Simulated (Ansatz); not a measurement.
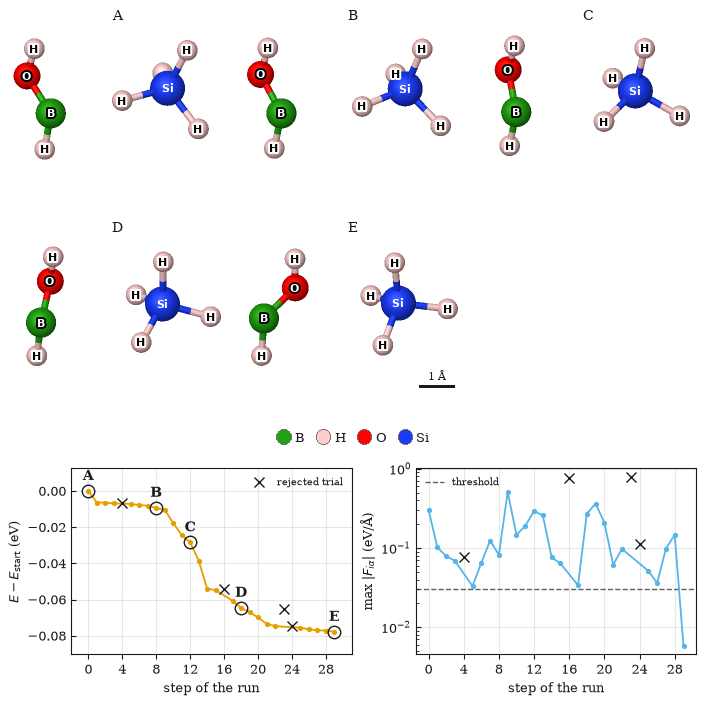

Frames of a relaxation of BSiH$_{6}$O (multiplicity 2), marked on the history of the run. The picture is a ball-and-stick view, seen at a tilt.

The run prepares an end point of a later path (reaction) calculation, from a guessed geometry.

Level of theory: UKS B3LYP-D4/6-31G* in Ansatz 0.2.0. Settings: collinear spin; force threshold 0.03 eV/Å; at most 50 steps.

Q: Describe the path.

A: Over 25 accepted moves (29 points after the start) the energy falls by 0.078 eV. Largest force component: 0.3 eV/Å at the start, 0.0058 eV/Å at the end. The line search rejected the trial steps at points 4, 16, 23, 24 of the run. The largest move after the best rigid fit is that of an H atom, 1.25 Å. Largest moves by element: H 1.25 Å, O 0.98 Å, B 0.68 Å, Si 0.20 Å. Among the contacts that change: H–Si 1.470 → 1.483 Å. From step 0 to 8: H atoms move most (0.24 Å), energy −0.009 eV. From step 8 to 12: an H atom moves most (0.57 Å), energy −0.019 eV. From step 12 to 18: the O atom moves most (0.36 Å), energy −0.036 eV. From step 18 to 29: the B atom moves most (0.38 Å), energy −0.013 eV.

Limits of the set-up: the start holds two separate molecules, 2.4 Å apart at their closest, whose relative position is a soft coordinate.
